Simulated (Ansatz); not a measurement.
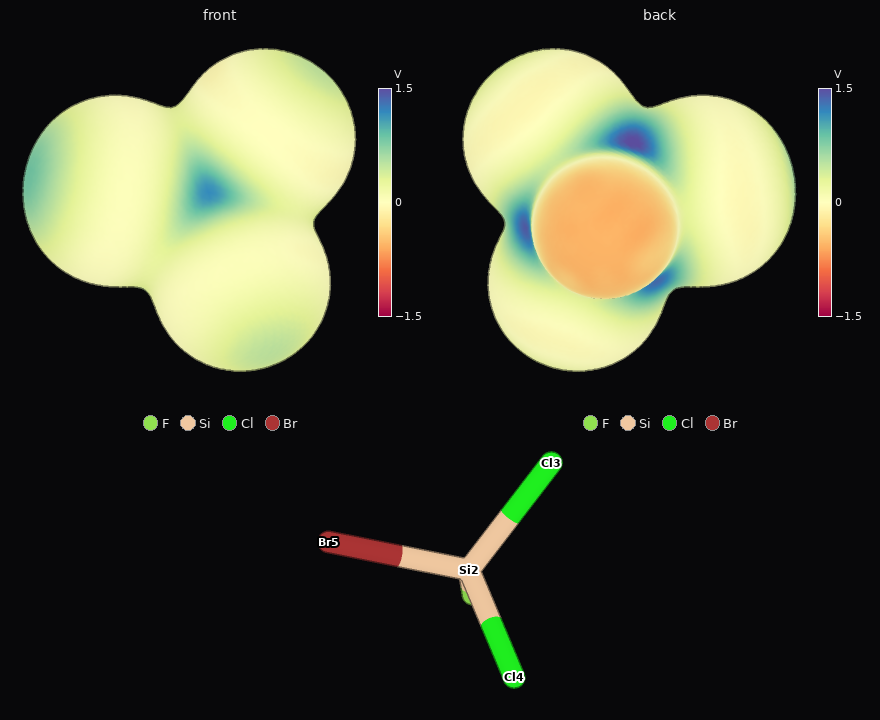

BrCl2FSi (SMILES F[Si](Cl)(Cl)Br). The molecular electrostatic potential painted on the density surface at 0.002 e/bohr³, seen from the front and from behind; the colour scale runs from red (negative) to blue (positive). The bare structure is drawn below in the same view.

Not at a stationary point (largest force 1.3 eV/Å).

Level of theory: SCF PBE, Gaussian basis (Ansatz).

```json
{"atom": "F", "x (Å)": "1.1182", "y (Å)": "-0.9567", "z (Å)": "0.9848"}
{"atom": "Si", "x (Å)": "0.0533", "y (Å)": "-0.0741", "z (Å)": "0.0611"}
{"atom": "Cl", "x (Å)": "-1.6272", "y (Å)": "0.4507", "z (Å)": "1.1337"}
{"atom": "Cl", "x (Å)": "-0.5513", "y (Å)": "-1.2181", "z (Å)": "-1.4813"}
{"atom": "Br", "x (Å)": "1.0569", "y (Å)": "1.7247", "z (Å)": "-0.7398"}
```

> Where is the surface potential most negative and most positive?

The most negative region (about −0.6 V) lies over F1, the most positive (about +1.4 V) over Si2. Cl3 shows a σ-hole: about +0.5 V at the tip opposite its bond, against about 0.0 V on its flanks. Cl4 shows a σ-hole: about +0.5 V at the tip opposite its bond, against about 0.0 V on its flanks. Br5 shows a σ-hole: about +0.8 V at the tip opposite its bond, against about 0.0 V on its flanks.
